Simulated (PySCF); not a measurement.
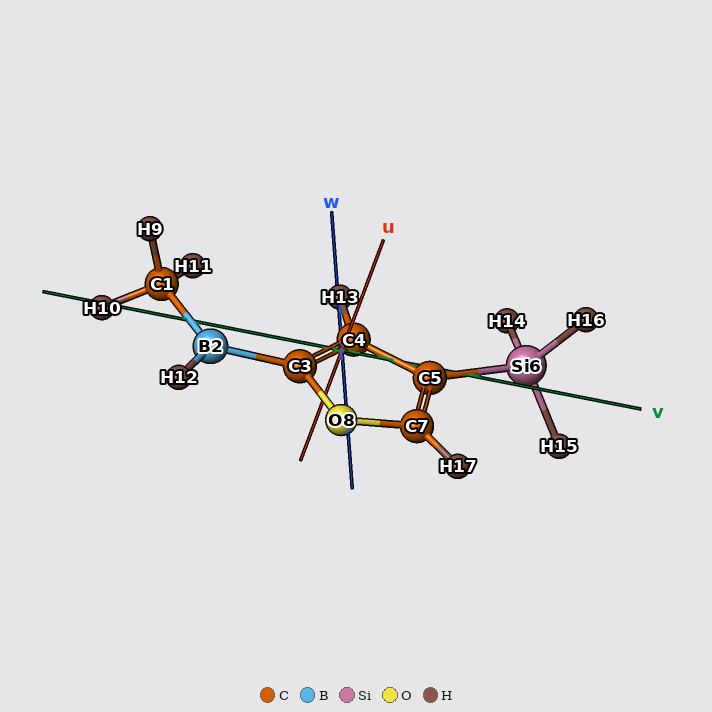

The lines u, v and w are the principal axes of the static dipole polarisability. The geometry was computed by an optimisation with GFN2-xTB. No frequency run is at hand to confirm it as a minimum. Level of theory: CAM-B3LYP/def2-SVPD (PySCF 2.14.0).

Along which axis is the molecule most polarisable, and along which least?

Most along v (nearly parallel to the B2–C3 bond), least along u.

Give the three principal values.

u 71.5, v 146.0, w 97.3 bohr³; mean 104.9, anisotropy 65.5 bohr³.

The geometry is semi-empirical. Around B, Si such bond lengths and angles can be off by a tenth of an ångström or more and by several degrees, and values that hang on the shape move with them.
